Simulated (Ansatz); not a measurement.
Cost and result by functional for the adsorption energy of SiH3 on the 1x1 (111) surface of fcc Cu, one in a 2x2 cell, started at the site 'bridge Cu-Cu (span 2.6 Å)', in Ansatz (plane waves, PAW). Single points on the PBE structure, on one kind of machine; costs are rough ratios of the slab run's core time (references not counted) to the cheapest single point. r2SCAN's cost holds its higher cutoff (500 against 420 eV). Differences are taken against r2SCAN for comparison alone: no measured value is at hand, so the table doesn't rank accuracy.

Model: 20-atom slab, 6.2 Å thick at the start under the adsorbate (thin: gaps and levels are the slab's own), 6x6x1 mesh, Fermi-Dirac 0.1 eV, dipole correction, 8 atoms held, the rest relaxed; no symmetry held; spin-polarised, no spin-orbit, no U, no dispersion correction. The starting moment vanished. At the end it is bonded to 3 Cu. In PBE it is, or lies within 0.03 eV of, the lowest of the starts that converged. These notes are the PBE run's. r2SCAN: The program's check for a lower electronic state was not made. Adsorption energies are against SiH4(g) − ½ H2(g). A negative adsorption energy means that the adsorbate is more stable on the surface than in its reference.

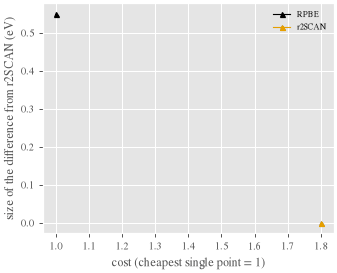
*Difference from r2SCAN against cost*

```
functional                     relative cost  adsorption energy (eV)  less r2SCAN (eV)
-----------------------------  -------------  ----------------------  ----------------
RPBE                                       1                    0.03              0.55
r2SCAN                                     2                   -0.52              0.00
PBE (the relaxed run's value)              –                   -0.31              0.21
```

The values span 0.55 eV, while the single points' costs differ by a factor of roughly 2. Differences are of unrounded values.

Ansatz is a quantum-chemistry and plane-wave program.
